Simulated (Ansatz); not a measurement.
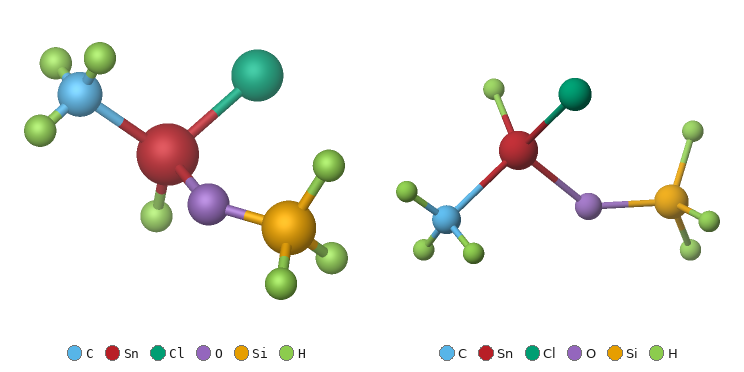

The same structure drawn twice, from different directions.

What does the picture show?

Formula CH₇ClOSiSn. As SMILES it reads `[CH3][Sn@@H]([Cl])[O][SiH3]`. Among its groups: Si–H bond, Si–O bond. The point group is C1. Coordination: 1 C tetrahedral; 1 Sn tetrahedral; 1 O bent; 1 Si tetrahedral.

More results for the same structure follow; atom numbers are the same in all pictures, views and colours differ. The geometry was computed by an optimisation with PBE0-D4/def2-TZVP.

**Levels of theory compared**

Program: Ansatz 0.2.0.

Tabulate HOMO energy (eV), vertical IP (eV) at these levels: B3LYP-D4/def2-TZVPP; PBE-D4/def2-TZVPP; PBE0-D4/def2-TZVPP; r2SCAN-D4/def2-TZVPP; ωB97M-V/def2-TZVPP; ωB97X-V/def2-TZVPP.

| level | HOMO energy (eV) | vertical IP (eV) |
| --- | --- | --- |
| B3LYP-D4/def2-TZVPP | −8.10 | 10.06 |
| PBE-D4/def2-TZVPP | −6.91 | 9.53 |
| PBE0-D4/def2-TZVPP | −8.32 | 10.09 |
| r2SCAN-D4/def2-TZVPP | −7.26 | 9.76 |
| ωB97M-V/def2-TZVPP | −10.58 | 10.52 |
| ωB97X-V/def2-TZVPP | −10.72 | 10.59 |

**Vibrations**

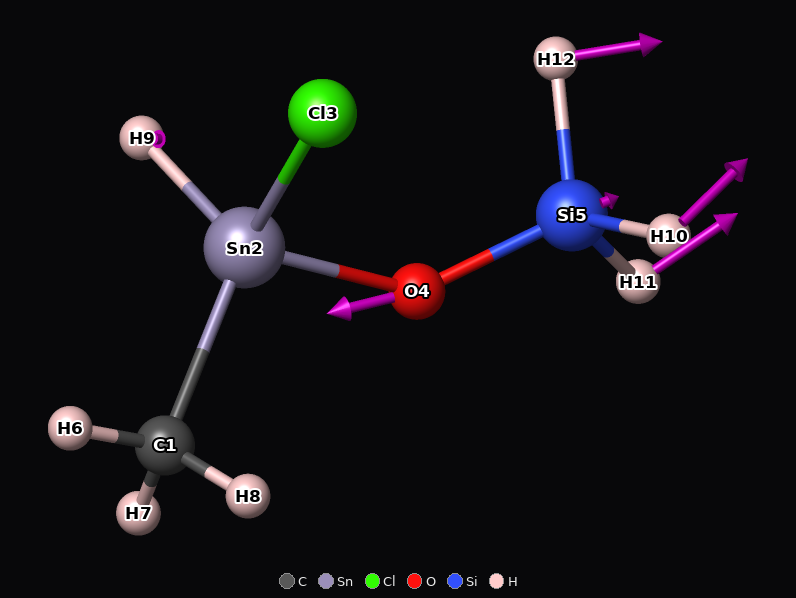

The arrows show one normal mode. Harmonic vibrations computed with RKS PBE0-D4/def2-TZVP, core potentials on Sn (Ansatz 0.2.0) at a stationary point of the same level.

Estimate its harmonic wavenumber.

Answer. 1004 cm⁻¹; it is mode 20 of 30 counted from the lowest.

**Dipole moment**

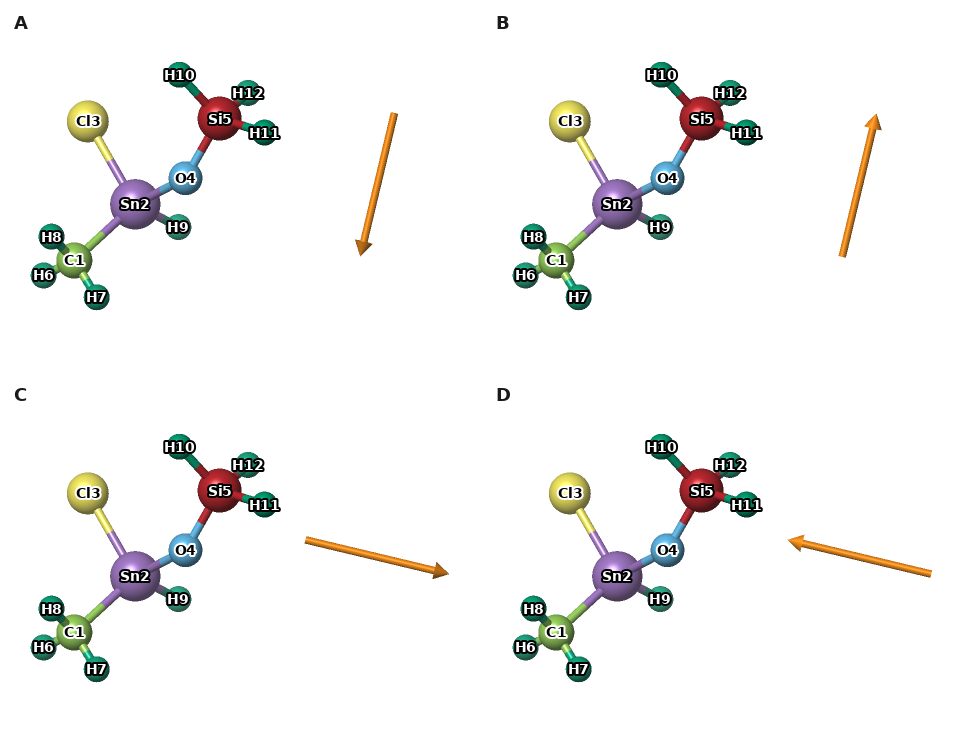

The same molecule four times, each with an arrow. Properties computed with RKS PBE-D4/def2-TZVPP, core potentials on Sn (Ansatz 0.2.0).

Which arrow points along the dipole moment, from the negative to the positive end?

Answer. A. The dipole moment is 3.11 D; it points from the side of H10 to the side of H6, H7 (the outermost atoms at the two ends).

**Charges**

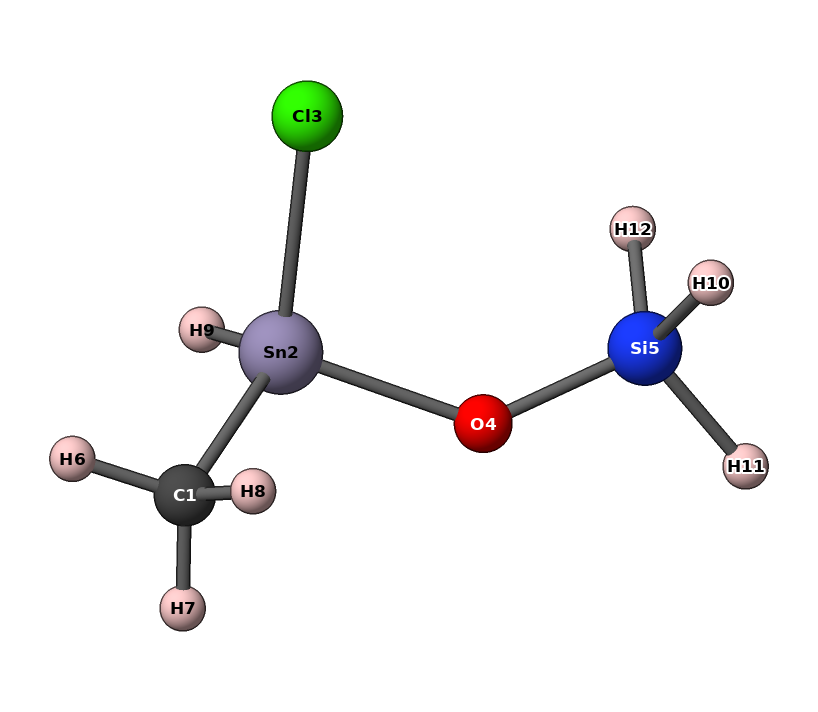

The questions are on Mulliken charges. Method: RKS PBE-D4/def2-TZVPP, core potentials on Sn (Ansatz 0.2.0).

Give the Mulliken charges atom by atom.

| atom | value (e) |
| --- | --- |
| C1 | −0.56 |
| Sn2 | 0.99 |
| Cl3 | −0.37 |
| O4 | −0.53 |
| Si5 | 0.36 |
| H6 | 0.14 |
| H7 | 0.14 |
| H8 | 0.14 |
| H9 | −0.11 |
| H10 | −0.07 |
| H11 | −0.07 |
| H12 | −0.07 |

Mulliken values depend strongly on the basis set and can even reverse the polarity of a bond.
